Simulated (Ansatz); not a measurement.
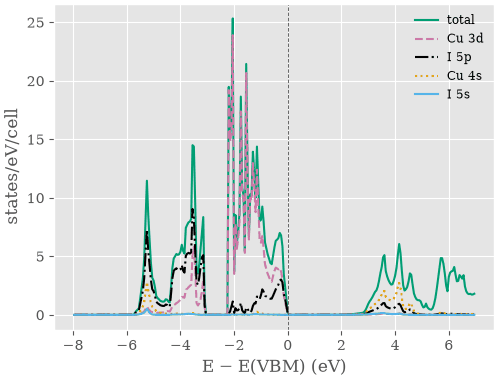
Total and projected density of states of CuI in space group P-3m1 (No. 164; Cu on 2d, I on 2d), r²SCAN in the plane-wave PAW code Ansatz

Which orbitals carry the states next to the gap?

Top 1 eV of the valence band: Cu 3d 64 %, I 5p 34 %. Bottom 1 eV of the conduction band: Cu 4s 49 %, I 5p 25 %, I 5s 7 %, outside the projected shells 17 %. Projections are on Löwdin-orthogonalised atomic valence shells; empty p or d shells of many metals are not among them.

Where is the tallest occupied peak in this window, and what makes it?

Near -2.0 eV, about 25 states/eV per cell; the largest projected share is Cu 3d.

The workflow started from a Materials Project entry (that database holds measured and hypothetical structures alike); the Crystallography Open Database copy checked does not list it. It is not the phase usual at ambient conditions (space group No. 216). Symmetry was held in the r²SCAN relaxation; its stability against distortions is not shown here. The run is not spin-polarised. A crystal of weakly bound layers computed without a dispersion correction: the cell and the soft elastic constants depend strongly on that. Scalar-relativistic: spin–orbit coupling is off unless named, which matters more the heavier the elements.

Potentials: the later of the program's two PAW sets.
